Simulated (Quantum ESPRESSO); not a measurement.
# Ti(0001): a series in the number of layers, part 4 of 8

Wanted: a table for Ti(0001) against the number of layers, and what can be fitted to it.

Quantum ESPRESSO 7.5; plane-wave DFT, PBE, GBRV ultrasoft pseudopotentials.

So far. Step 2 (Relaxing cell and ions of the reference):  The last row is no step: it is a fresh SCF in the final cell with a new plane-wave basis, +0 meV from the row before. Step 4 (Relaxing the ions, 4 layers): The relaxation lowers the energy by 28 meV an atom.

### 5. Self-consistent run, 4 layers

A run under open boundaries on these atoms gives the vacuum levels.

m0.esm.in reads:

```
&control
  prefix = 'm0.esm'
  outdir = './out'
  pseudo_dir = './pseudo'
  calculation = 'scf'
  tprnfor = .true.
/
&system
  ibrav = 0
  nat = 4
  ntyp = 1
  ecutwfc = 40
  ecutrho = 200
  occupations = 'smearing'
  smearing = 'mv'
  degauss = 0.02
  assume_isolated = 'esm'
  esm_bc = 'bc1'
/
&electrons
  conv_thr = 1e-08
  mixing_beta = 0.25
  electron_maxstep = 160
  mixing_mode = 'local-TF'
  mixing_ndim = 12
/
ATOMIC_SPECIES
  Ti  47.8670  ti_pbe_v1.4.uspp.F.UPF
CELL_PARAMETERS angstrom
  2.93894489200000 0.00000000000000 0.00000000000000
  1.46947244600000 2.54520093679451 0.00000000000000
  0.00000000000000 0.00000000000000 22.83727134028083
ATOMIC_POSITIONS crystal
  Ti  0.666666666700 0.666666666700 -0.147869045800
  Ti  0.000000000000 0.000000000000 -0.053473559100
  Ti  0.666666666700 0.666666666700 0.053473559100
  Ti  0.000000000000 0.000000000000 0.147869045800
K_POINTS automatic
  12 12 1 0 0 0
```

Launch:

```sh
$ OMP_NUM_THREADS=1 mpirun -n 4 pw.x -nk 4 -in m0.esm.in > m0.esm.out
```

What it wrote:

```text
[banner, memory and clock lines left out]
Program PWSCF v.7.5 starts
[citation notice left out]

[...]
Message from routine setup:
[...]
bravais-lattice index     =            0
     lattice parameter (alat)  =       5.5538  a.u.
     unit-cell volume          =    1152.8010 (a.u.)^3
     number of atoms/cell      =            4
     number of atomic types    =            1
     number of electrons       =        48.00
     number of Kohn-Sham states=           29
     kinetic-energy cutoff     =      40.0000  Ry
     charge density cutoff     =     200.0000  Ry
     scf convergence threshold =      1.0E-08
     mixing beta               =       0.2500
     number of iterations used =           12  local-TF  mixing
     Exchange-correlation=  SLA  PW   PBX  PBC
                           (   1   4   3   4   0   0   0)

     Effective Screening Medium Method
     Boundary Conditions: Vacuum-Slab-Vacuum
     total charge in unit cell        =   0.0000
     grid points for fit at edges     =        4

[...]
PseudoPot. # 1 for Ti read from file:
     ./pseudo/ti_pbe_v1.4.uspp.F.UPF
     Pseudo is Ultrasoft + core correction, Zval = 12.0
     Generated by new atomic code, or converted to UPF format
     Using radial grid of  851 points,  6 beta functions with:
                l(1) =   0
                l(2) =   0
                l(3) =   1
                l(4) =   1
                l(5) =   2
                l(6) =   2
     Q(r) pseudized with  6 coefficients,  rinner =    1.000   1.000   1.000
                                                       1.000   1.000

     atomic species   valence    mass     pseudopotential
     Ti               12.00    47.86700     Ti( 1.00)

     12 Sym. Ops., with inversion, found ( 6 have fractional translation)

[...]
number of k points=    19  Marzari-Vanderbilt smearing, width (Ry)=  0.0200
[...]
Dense  grid:    55203 G-vectors     FFT dimensions: (  27,  27, 200)

     Smooth grid:    39437 G-vectors     FFT dimensions: (  24,  24, 180)

     Check: negative core charge=   -0.000004

     Initial potential from superposition of free atoms

     starting charge      43.9998, renormalised to      48.0000

     negative rho (up, down):  1.064E-02 0.000E+00
     Starting wfcs are   40 randomized atomic wfcs

     per-process dynamical memory:    47.7 Mb

     Self-consistent Calculation

     iteration #  1     ecut=    40.00 Ry     beta= 0.25
     Davidson diagonalization with overlap
     ethr =  1.00E-02,  avg # of iterations =  6.4

     negative rho (up, down):  9.972E-03 0.000E+00

     total energy              =    -477.10193685 Ry
     estimated scf accuracy    <       1.90217425 Ry

     iteration #  2     ecut=    40.00 Ry     beta= 0.25
[...]
negative rho (up, down):  8.672E-03 0.000E+00

[...]
total energy              =    -476.43139159 Ry
     estimated scf accuracy    <       1.35082112 Ry

     iteration #  3     ecut=    40.00 Ry     beta= 0.25
[...]
negative rho (up, down):  8.848E-03 0.000E+00

[...]
total energy              =    -476.83403221 Ry
     estimated scf accuracy    <       0.27857041 Ry

     iteration #  4     ecut=    40.00 Ry     beta= 0.25
[...]
negative rho (up, down):  9.229E-03 0.000E+00

[...]
total energy              =    -476.87496600 Ry
     estimated scf accuracy    <       0.67392782 Ry

     iteration #  5     ecut=    40.00 Ry     beta= 0.25
[...]
negative rho (up, down):  1.037E-02 0.000E+00

[...]
total energy              =    -476.74664746 Ry
     estimated scf accuracy    <       0.35854448 Ry

     iteration #  6     ecut=    40.00 Ry     beta= 0.25
[...]
negative rho (up, down):  1.253E-02 0.000E+00

[...]
total energy              =    -476.84110763 Ry
     estimated scf accuracy    <       0.04013000 Ry

[...]
iteration # 30     ecut=    40.00 Ry     beta= 0.25
[...]
c_bands:  1 eigenvalues not converged
     c_bands:  1 eigenvalues not converged
     c_bands:  4 eigenvalues not converged
[...]
negative rho (up, down):  6.698E-03 0.000E+00

[...]
total energy              =    -476.86884886 Ry
     estimated scf accuracy    <       0.00000002 Ry

     iteration # 31     ecut=    40.00 Ry     beta= 0.25
[...]
c_bands:  1 eigenvalues not converged
[...]
negative rho (up, down):  6.698E-03 0.000E+00

[...]
total energy              =    -476.86884828 Ry
     estimated scf accuracy    <       0.00000001 Ry

     iteration # 32     ecut=    40.00 Ry     beta= 0.25
[...]
c_bands:  1 eigenvalues not converged
[...]
negative rho (up, down):  6.699E-03 0.000E+00

[...]
total energy              =    -476.86884863 Ry
     estimated scf accuracy    <       0.00000001 Ry

     iteration # 33     ecut=    40.00 Ry     beta= 0.25
[...]
c_bands:  1 eigenvalues not converged
[...]
negative rho (up, down):  6.700E-03 0.000E+00

[...]
End of self-consistent calculation

          k = 0.0000 0.0000 0.0000 (  4983 PWs)   bands (ev):

   -61.3109 -61.3066 -61.1267 -61.0842 -37.8533 -37.7687 -37.3502 -37.2745
   -37.2745 -37.2721 -37.2721 -37.1598 -37.1133 -37.1133 -37.0820 -37.0820
   -10.2223  -9.2677  -8.0348  -7.2780  -4.7740  -4.4696  -3.9915  -3.8319
    -3.8292  -3.7630  -3.7622  -3.6760  -3.6725

          k = 0.0000 0.0962 0.0000 (  4981 PWs)   bands (ev):

   -61.3049 -61.3009 -61.1225 -61.0810 -37.8414 -37.7629 -37.3779 -37.3148
   -37.2833 -37.2805 -37.2803 -37.1601 -37.1366 -37.1202 -37.1082 -37.0869
   -10.0314  -9.0831  -7.8611  -7.1138  -4.8456  -4.5122  -4.2124  -3.9741
    -3.8006  -3.7293  -3.7211  -3.6470  -3.6285

[...]
the Fermi energy is    -4.4228 ev

!    total energy              =    -476.86884890 Ry
     estimated scf accuracy    <          6.1E-10 Ry
     smearing contrib. (-TS)   =      -0.00328833 Ry
     internal energy E=F+TS    =    -476.86556058 Ry

     The total energy is F=E-TS. E is the sum of the following terms:
     one-electron contribution =    5911.87258408 Ry
     hartree contribution      =   -2971.39839874 Ry
     xc contribution           =     -72.06571435 Ry
     ewald contribution        =   -3345.27403157 Ry

     convergence has been achieved in  33 iterations

     negative rho (up, down):  6.700E-03 0.000E+00

     Forces acting on atoms (cartesian axes, Ry/au):

     atom    1 type  1   force =     0.00000000    0.00000000    0.00050938
     atom    2 type  1   force =     0.00000000    0.00000000   -0.00061975
     atom    3 type  1   force =     0.00000000    0.00000000    0.00061975
     atom    4 type  1   force =     0.00000000    0.00000000   -0.00050938

     Total force =     0.001135     Total SCF correction =     0.000081

[...]
```

It took 2.1 min on 4 MPI ranks of Arm Neoverse N1, shared host; peak memory 0.5 GiB; 8.5 min of CPU time.

This step gave:

* Fermi energy: -4.423 eV
* vacuum line at the lower end of the cell, over the Fermi level: 4.423 eV
* vacuum line at the upper end of the cell, over the Fermi level: 4.423 eV

The potential energy, planar mean oscillates, so the rows of the table below give means over windows of 1 Å about each position, cut where the curve ends. Its maxima inside the range that stand out by 2 % of the span (Å: eV): -2.3: -1.48, 0.0: 0.0746, 2.3: -1.48. Its minima: -3.4: -19.6, -1.3: -19.4, 1.3: -19.4, 3.4: -19.6.

Electrostatic potential energy of an electron; zero at the Fermi level. Potential energy, planar mean against z; means over each step:

```
z (Å)  potential energy, planar mean (eV)
  -11                                4.42
  -10                                4.42
   -9                                4.42
   -8                                4.42
   -7                                4.40
   -6                                4.21
   -5                                2.65
   -4                               -8.18
   -3                               -12.5
   -2                               -5.71
   -1                               -14.5
    0                               -1.42
    1                               -14.5
    2                               -5.71
    3                               -12.5
    4                               -8.18
    5                                2.65
    6                                4.21
    7                                4.40
    8                                4.42
    9                                4.42
   10                                4.42
   11                                4.42
```

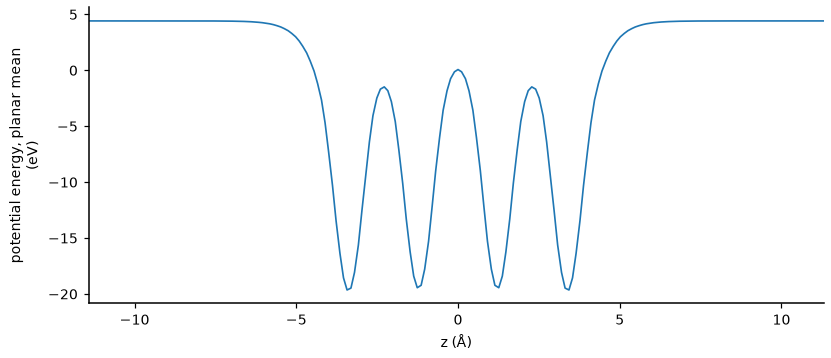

Potential energy, planar mean against z.

The vacuum levels are read from the outermost 0.7 Å of the cell on either side.

Inside the slab this potential holds the local part of the pseudopotentials, which can be repulsive at the nuclei; only its value in the vacuum has a meaning of its own.

[end of part 4 of 8]

[Logs are printed without paths, hosts, clocks, repeated set-up lines and the standing remarks that a program may print on its own settings, such as how far it seeks lower states.]

[Hosts, paths, dates, database ids (printed as entryN), source tags and the programs' standing remarks are cut or masked in the printed files.]

[Maps of the electrostatic potential energy from Ansatz leave out the sawtooth potential of an applied field or a dipole correction, so their vacuum need not be flat; planar profiles and work functions include it.]
